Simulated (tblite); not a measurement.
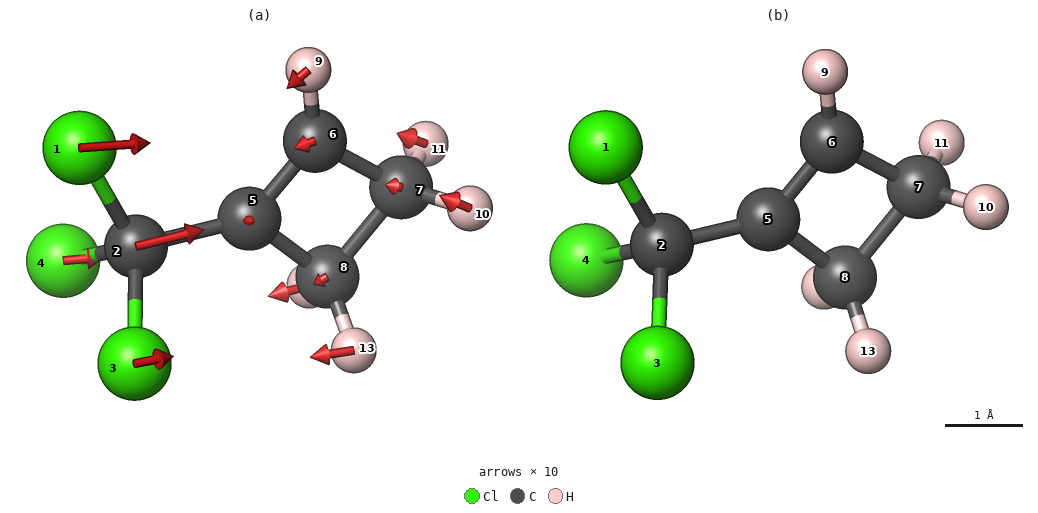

The structure of C5H5Cl3 before (left) and after (right) a relaxation, at one scale. The red arrows give the displacements, 10 times their true length.

A ball-and-stick model, seen at a tilt.

Theory: GFN2-xTB geometry optimisation, gas phase in tblite. 

> Describe what moved and what it gained.

The atom that moves furthest after the best rigid fit is a Cl atom (0.10 Å). By element the largest moves are Cl 0.10 Å, C 0.09 Å, H 0.06 Å. Among the contacts that change: C–C 1.567 → 1.471 Å, C–Cl 1.796 → 1.773 Å, C–H 1.093 → 1.074 Å, C–C 1.350 → 1.335 Å. Over 16 geometry steps the energy falls by 0.174 eV.
